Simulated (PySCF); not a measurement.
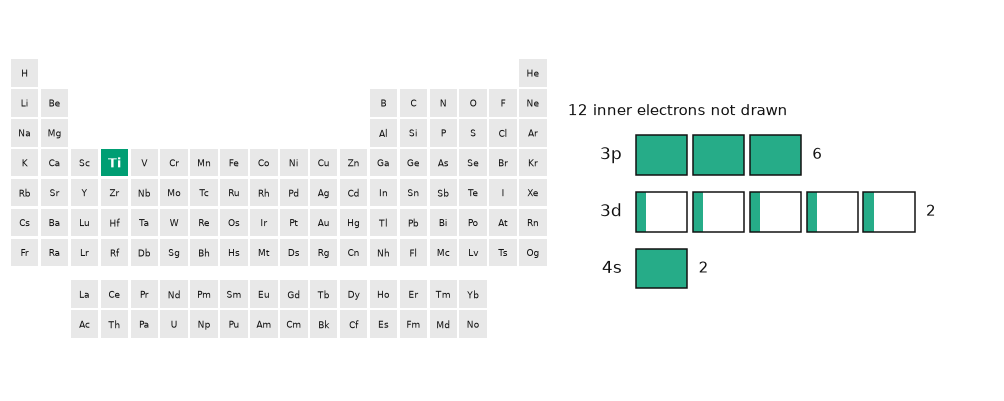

*Left, the place of titanium in the periodic table; right, the outer shells of the nominal configuration: a box for each of the 2l + 1 orbitals, shaded by the share of the shell that is filled, with the electron count at the right.*

# Atomic calculation, with input and output: Ti

- system: Ti, configuration 1s2 2s2 2p6 3s2 3p6 3d2 4s2, multiplicity 3.
- method: unrestricted HF, aug-cc-pVDZ-DK, spin-free X2C-1e, Gaussian nucleus (PySCF)

Summary:

- outcome: converged
- total energy: −852.744824 hartree
- ⟨S²⟩: 2.008
- ⟨L²⟩: 12.03
- SCF iterations: 13
- hardware: 1 thread of Arm Neoverse V1, 23 GiB of memory available, shared host
- wall time: 0.54 s

Remarks:

To bear in mind: level shift left on, which raises the virtual orbital energies.

Input file:
```python
from pyscf import gto, scf, dft, mp, cc
import basis_set_exchange as bse
mol = gto.M(atom="Ti 0 0 0", charge=0, spin=2, symmetry="D2h",
            basis=gto.basis.parse(bse.get_basis("aug-cc-pVDZ-DK", elements=["Ti"], fmt="nwchem", header=False)),
            nucmod="G")
mf = scf.UHF(mol).sfx2c1e()
mf.irrep_nelec = {'Ag': (5, 4), 'B1g': (1, 0), 'B1u': (2, 2), 'B2u': (2, 2), 'B3u': (2, 2)}
mf.kernel()
```

The script is an equivalent of what the driver set up; the driver computed the properties (radii, ⟨L²⟩, response) afterwards. It also set what the script leaves out: max_cycle = 50, level_shift = 0.1, guess = sap. It held the occupations shell by shell, which the script's counts by irreducible representation don't always enforce.

Launched within a batch (the task file carries these settings):
```bash
OMP_NUM_THREADS=1 python <driver script> TASK.json OUT
```

Output (extracts):
```
damping factor = 0
level_shift factor = 0.1
DIIS = <class 'pyscf.scf.diis.CDIIS'>
diis_start_cycle = 1
diis_space = 10
diis_damp = 0
SCF conv_tol = 1e-09
SCF conv_tol_grad = None
number electrons alpha = 12  beta = 10
irrep_nelec {'Ag': (5, 4), 'B1g': (1, 0), 'B2g': (0, 0), 'B3g': (0, 0), 'Au': (0, 0), 'B1u': (2, 2), 'B2u': (2, 2), 'B3u': (2, 2)}
alpha HOMO (Ag) = 0.125623663762223  LUMO (B1u) = 0.111392335131318

WARN: HOMO 0.125623663762223 >= LUMO -0.388759308564686

cycle= 1 E= -852.38820450654  delta_E= 0.238  |g|= 0.29  |ddm|= 9.61
alpha HOMO (Ag) = -0.221366771966591  LUMO (B3g) = -0.210268867901545
  HOMO = -0.221366771967  LUMO = -0.210268867902  gap/eV = 0.30199
cycle= 2 E= -852.686663530182  delta_E= -0.298  |g|= 0.279  |ddm|=  9.6
alpha HOMO (Ag) = -0.310586473075003  LUMO (Ag) = 0.0752565014730899
  HOMO = -0.304652728106  LUMO = 0.0752565014731  gap/eV = 10.33786
cycle= 3 E= -852.722583318478  delta_E= -0.0359  |g|= 0.151  |ddm|= 0.66
alpha HOMO (Ag) = -0.254511673494191  LUMO (B3u) = 0.109678660723172
  HOMO = -0.234398161622  LUMO = 0.109678660723  gap/eV = 9.36281
cycle= 4 E= -852.739461713582  delta_E= -0.0169  |g|= 0.0584  |ddm|= 0.374
alpha HOMO (Ag) = -0.240570196048091  LUMO (B3u) = 0.113672379765221
  HOMO = -0.219495396023  LUMO = 0.113672379765  gap/eV = 9.06596
cycle= 5 E= -852.743853166581  delta_E= -0.00439  |g|= 0.0219  |ddm|= 0.295
alpha HOMO (Ag) = -0.234347965959587  LUMO (B3u) = 0.115350403882651
  HOMO = -0.212583139369  LUMO = 0.115350403883  gap/eV = 8.92353
cycle= 6 E= -852.744723901  delta_E= -0.000871  |g|= 0.00514  |ddm|= 0.179
alpha HOMO (Ag) = -0.233198980807746  LUMO (B2u) = 0.115638731134551
  HOMO = -0.210847538399  LUMO = 0.115638731135  gap/eV = 8.88414
cycle= 7 E= -852.74481120998  delta_E= -8.73e-05  |g|= 0.00162  |ddm|= 0.0677
alpha HOMO (Ag) = -0.233960155811373  LUMO (B2u) = 0.115429232849231
  HOMO = -0.211200854706  LUMO = 0.115429232849  gap/eV = 8.88806
cycle= 8 E= -852.744822904895  delta_E= -1.17e-05  |g|= 0.000629  |ddm|= 0.0252
alpha HOMO (Ag) = -0.234265867089637  LUMO (B2u) = 0.115345489472178
  HOMO = -0.21136712406  LUMO = 0.115345489472  gap/eV = 8.89030
cycle= 9 E= -852.744824232191  delta_E= -1.33e-06  |g|= 0.000183  |ddm|= 0.00663
alpha HOMO (Ag) = -0.234342232567307  LUMO (B2u) = 0.115336864439211
  HOMO = -0.211407370396  LUMO = 0.115336864439  gap/eV = 8.89116
cycle= 10 E= -852.744824414584  delta_E= -1.82e-07  |g|= 6.66e-05  |ddm|= 0.0027
alpha HOMO (Ag) = -0.234360800780303  LUMO (B2u) = 0.115335151927273
  HOMO = -0.211400739849  LUMO = 0.115335151927  gap/eV = 8.89094
cycle= 11 E= -852.744824441757  delta_E= -2.72e-08  |g|= 3.73e-05  |ddm|= 0.00117
alpha HOMO (Ag) = -0.234351892784518  LUMO (B2u) = 0.115341528869024
  HOMO = -0.211388773928  LUMO = 0.115341528869  gap/eV = 8.89078
cycle= 12 E= -852.744824446626  delta_E= -4.87e-09  |g|= 8.11e-06  |ddm|= 0.000378
alpha HOMO (Ag) = -0.234351130938941  LUMO (B2u) = 0.11534150874514
  HOMO = -0.211386018629  LUMO = 0.115341508745  gap/eV = 8.89071
cycle= 13 E= -852.744824446969  delta_E= -3.43e-10  |g|= 3.12e-06  |ddm|= 0.000112
converged SCF energy = -852.744824446969  <S^2> = 2.0080715  2S+1 = 3.0053762
```

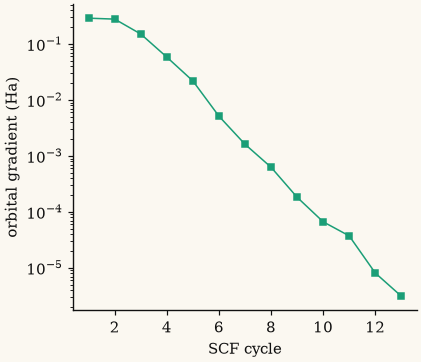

*Convergence: orbital gradient against the SCF cycle.*

The residual falls almost steadily, with no more than small rises or pauses. It goes from 0.29 to 3.1×10⁻⁶ in 13 steps.

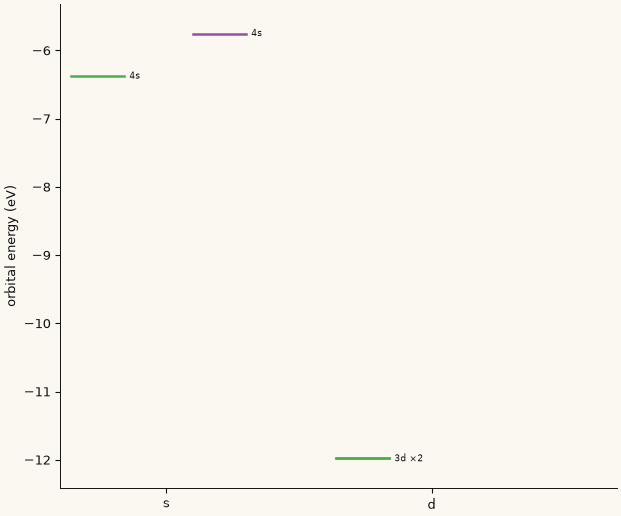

*Orbital energies of the mean field, from the top down to −12.0 eV, by angular momentum, α spin at the left of each column and β at the right; ×n counts the orbitals under one label.*

The highest filled orbital is 4s β at −5.75 eV, the lowest empty one p α at 3.14 eV.

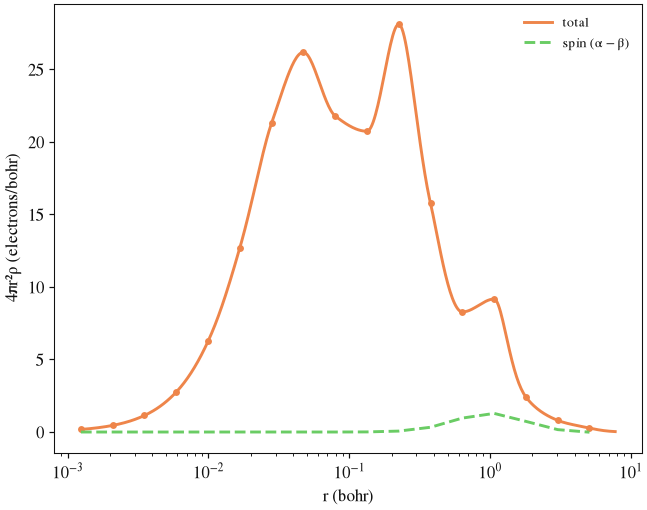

*Spherically averaged radial density 4πr²ρ of the mean field and its spin part; markers are the stored points, which are sparse, and the line is a monotone interpolation between them.*

The largest stored value is 28.1 electrons/bohr at r = 0.23 bohr. Root-mean-square radii of the shells: 2p 0.320, 2s 0.350, 3s 1.08, 3p 1.19, 3d 1.66, 4s 4.04 bohr.
